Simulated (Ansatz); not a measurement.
```json
{"atom": "Cl", "x (Å)": "-2.8524", "y (Å)": "-0.1854", "z (Å)": "-1.1752"}
{"atom": "In", "x (Å)": "-0.8459", "y (Å)": "-1.2610", "z (Å)": "-1.8191"}
{"atom": "H", "x (Å)": "0.3123", "y (Å)": "-1.3113", "z (Å)": "-0.5562"}
{"atom": "H", "x (Å)": "-0.8823", "y (Å)": "-1.8121", "z (Å)": "-3.4421"}
```

Geometry: PBE0-D4/def2-SVP; core potentials replace the inner electrons of In.

These are results of isolated molecule in a Gaussian basis; Kohn-Sham density functional theory, functional PBE0 (Ansatz), not measurements.

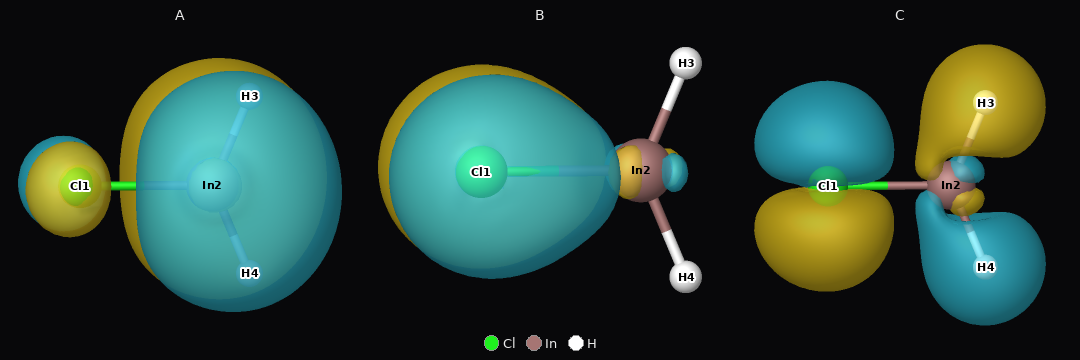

ClH2In. Three frontier orbitals at ±0.06 Å⁻³ᐟ² (yellow and cyan are the two phases), in no order.

Which picture is the HOMO−1, the HOMO and the LUMO?

Answer. B is the HOMO−1 (−8.72 eV). It lies mainly on Cl1 (about 90 %); it changes sign across the molecular plane (π type). C is the HOMO (−8.23 eV). Its weight (Hirshfeld) is mainly on Cl1 (about 70 %), In2 (about 15 %), H3 (about 10 %) and H4 (about 10 %); it is symmetric in the molecular plane (an in-plane orbital: σ, lone-pair or in-plane π type); largely a lone pair of Cl1. A is the LUMO (−2.04 eV). It lies mainly on In2 (about 85 %) and Cl1 (about 5 %); it changes sign across the molecular plane (π type).

What is the HOMO–LUMO gap?

Answer. 6.19 eV between the orbital energies.
